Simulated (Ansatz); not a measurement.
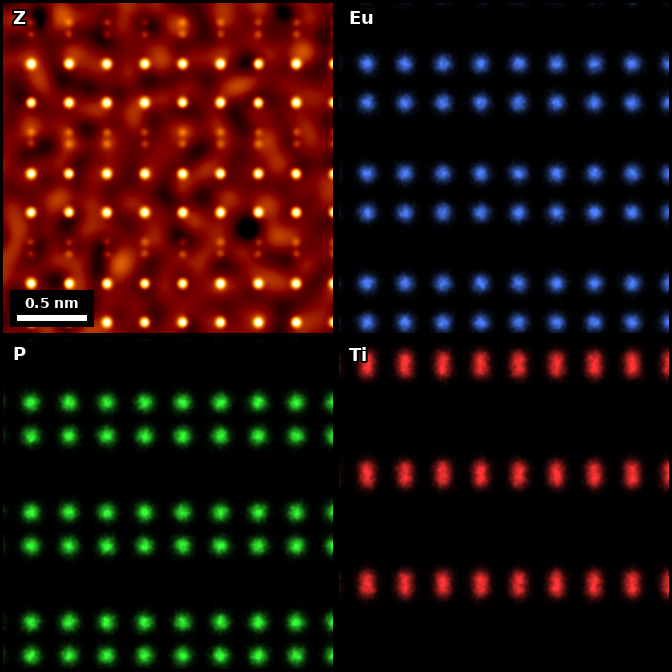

A crystal along [110]. Panel Z: Simulation: incoherent imaging, intensity Z^1.6 per atom, probe width 0.50 Å, thin sample. The display is stretched by a gamma of 0.8; percentages refer to the linear signal. The speckle of an amorphous layer was added. The other panels are simulated element maps (the number of atoms of one element along the beam, blurred by 0.9 Å, with counting noise; each on its own scale, no channelling).

### Describe the distribution of the elements over the columns.

The projected cell (2.73 × 7.91 Å, 90°) holds 4 columns: 2 of Eu + P and 2 of Ti. Columns shared by several elements: Eu + P. The brightest columns of the Z-contrast image hold Eu + P.

The crystal is EuTiP (P4/nmm, No. 129). Model: coordinates from a relaxation (final pressure about 25 GPa) with Ansatz, DFT, PAW plane waves, pbe+U; the starting structure was generated, so it need not be a known form of this composition.
